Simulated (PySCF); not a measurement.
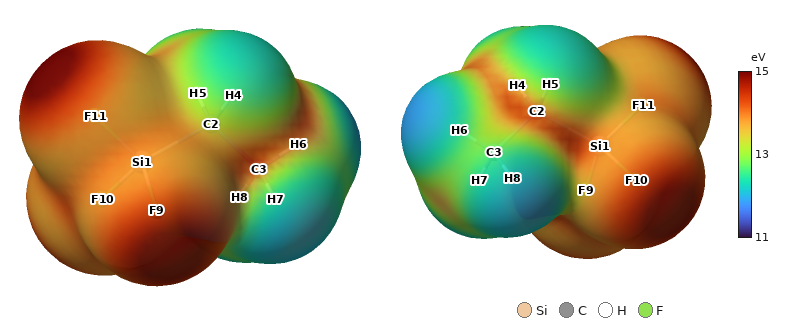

SiEtF3 (C2H5F3Si). Average local ionisation energy on the surface of electron density 0.001 a.u. (back view left, front view right).

Method: PBE0/def2-TZVP; geometry: GFN2-xTB; program: PySCF. No frequency check shows the geometry to be a minimum.

Input

```python
import numpy as np
from pyscf import gto, scf, dft
from pyscf.scf import atom_ks, atom_hf
from scipy.linalg import block_diag

def solve(mol, dm0=None, hcore=None):
    mf = (dft.UKS if mol.spin else dft.RKS)(mol, xc='pbe0')
    mf.grids.level = 3
    mf = mf.density_fit(auxbasis='def2-universal-jkfit')
    mf.conv_tol, mf.max_cycle = 1e-8, 80
    if hcore is not None:
        mf.get_hcore = lambda *args: hcore
    mf.kernel(dm0)
    if not mf.converged:
        mf = mf.newton().run(mf.mo_coeff, mf.mo_occ, max_cycle=30)
    assert mf.converged, 'SCF not converged'
    return mf

mol = gto.M(atom='''
Si     0.41869     0.04843     0.00087
C     -1.28856     0.82933     0.00745
C     -2.42901    -0.19466    -0.00232
H     -1.39689     1.48466    -0.85976
H     -1.39774     1.46787     0.88670
H     -3.39083     0.31300     0.00318
H     -2.37674    -0.82091    -0.88915
H     -2.37668    -0.83865     0.87197
F      0.67114    -0.96524    -1.19506
F      0.75707    -0.80032     1.29965
F      1.61431     1.08866    -0.11081
''', basis='def2-tzvp', charge=0, spin=0, verbose=4)
mf = solve(mol)
mf.analyze()
# spherically averaged free atoms, for the promolecule
atm = atom_ks.get_atm_nrks(mol, xc='pbe0')
pro = block_diag(*[(atm[a[0]][2] * atm[a[0]][3]) @ atm[a[0]][2].T for a in mol._atom])
np.savez('result.npz', e=mf.e_tot, c=mf.mo_coeff, occ=mf.mo_occ, eps=mf.mo_energy, pro=pro, dip=mf.dip_moment(verbose=0), s2=mf.spin_square()[0])
```

Run with:

```sh
OMP_NUM_THREADS=1 python input.py
```

The run took 43 s on 1 thread of Arm Neoverse V2, on a shared host, peak memory 0.84 GiB.

Partitions, critical points and surface values were worked out afterwards from this run's density.

Q: Locate the minima of the map.

A: The lowest value is 11.9 eV, 1.4 Å from H6. Further minima include 13.7 eV, 1.7 Å from F11. For comparison, the highest occupied orbital lies at −9.7 eV.
